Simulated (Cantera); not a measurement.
Charge: 1 mol Fe₂O₃, 4.6 mol CH₄, 0.9 mol CO, equilibrated at 0.0570 bar.

Equilibrium computed with Cantera from the NASA thermochemical tables; the gas is ideal and each condensed phase is pure. Candidate condensed phases: C, C₆H₆, C₇H₈, C₈H₁₈, Fe, Fe(CO)₅, FeO, Fe(OH)₂, Fe(OH)₃, Fe₂O₃, Fe₃O₄, H₂O; 114 gas species. Iron dissolves carbon and melts from about 1420 K in contact with it, which pure phases cannot show. Condensed phases not in the tables: cementite and carbon dissolved in iron. The numbers say what is thermodynamically allowed, not how fast it happens.

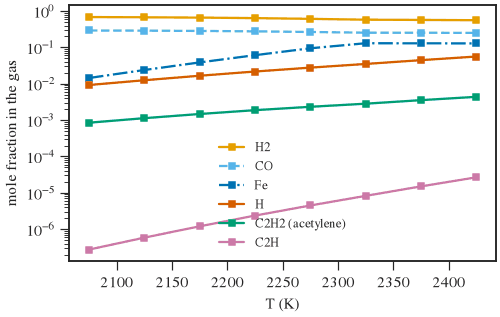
Fig. 1. Equilibrium gas composition (values under 1e-9 drawn at 1e-9)

From 2075 K to 2275 K the condensed part is C(graphite) + Fe(l). From 2325 K to 2425 K the condensed part is C(graphite). The main Fe-bearing gas is Fe throughout.
